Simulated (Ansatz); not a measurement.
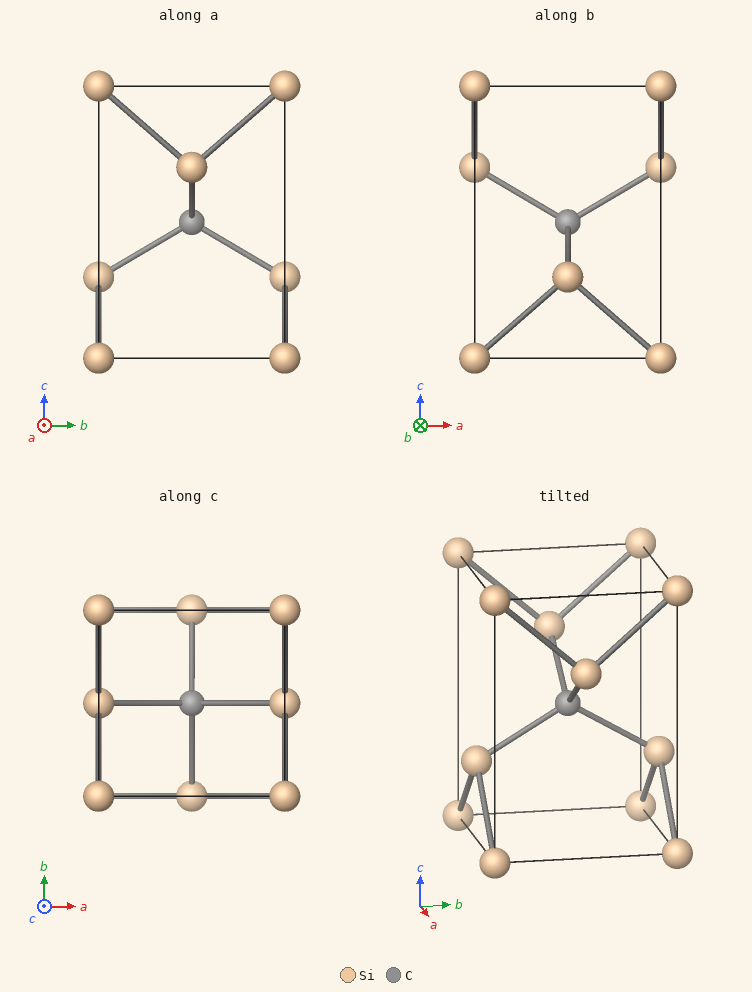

A ball-and-stick rendering, viewed along the a axis, along the b axis, along the c axis and slightly off an axis. The edges of the conventional unit cell are marked.

Lattice parameters: a = 3.440 Å, b = 3.440 Å, c = 5.027 Å, α = 90.00°, β = 90.00°, γ = 90.00°. Put a along x and b in the xy plane.

> Record the structure as a POSCAR file, with free fractional coordinates to two decimals.

```
Si C
1.0
     3.440    0.000    0.000
     0.000    3.440    0.000
     0.000    0.000    5.027
Si C
3 1
Direct
  0.00 0.50 0.70
  0.50 0.00 0.30
  0.00 0.00 0.00
  0.50 0.50 0.50
```

The structure was taken from a structure type filled with these elements by a generator (whether the compound takes this form wasn't checked). The final geometry of a relaxation with DFT PBE, scalar-relativistic, plane waves, PAW in Ansatz 0.2.0 is shown.
